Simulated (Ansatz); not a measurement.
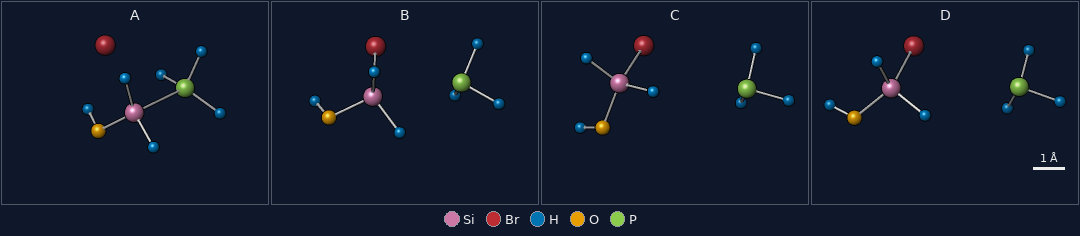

4 geometries from a converged minimum-energy path of SiPH$_{6}$OBr, made up of SiH₃OBr and PH3, shuffled. The picture is a ball-and-stick view, seen at a tilt.

These are results of RKS PBE0/def2-SVP in Ansatz 0.2.0, not measurements. Run with 7 movable images; climbing image; force threshold 0.05 eV/Å; iteration limit 60; starting path through a guess of the saddle point.

Which frame is the top of the path?

Answer. A. In order along the path, whose images run from 0 to 8: C (image 1, +0.5 kJ/mol), D (image 2, +0.3 kJ/mol), B (image 4, +44.5 kJ/mol), A (image 6, +110.0 kJ/mol). Breaking: H–P (1.43 → 2.41 Å), Br–Si (2.24 → 4.10 Å). Forming: Br–H (3.74 → 1.45 Å), P–Si (3.95 → 2.28 Å).

Limits of the set-up: the start holds two separate molecules, 3.5 Å apart at their closest, whose relative position is a soft coordinate and is computed without a dispersion correction.

Cost: 7.4 min on 2 threads of Arm Neoverse V2 (shared host), peak memory 0.29 GiB.
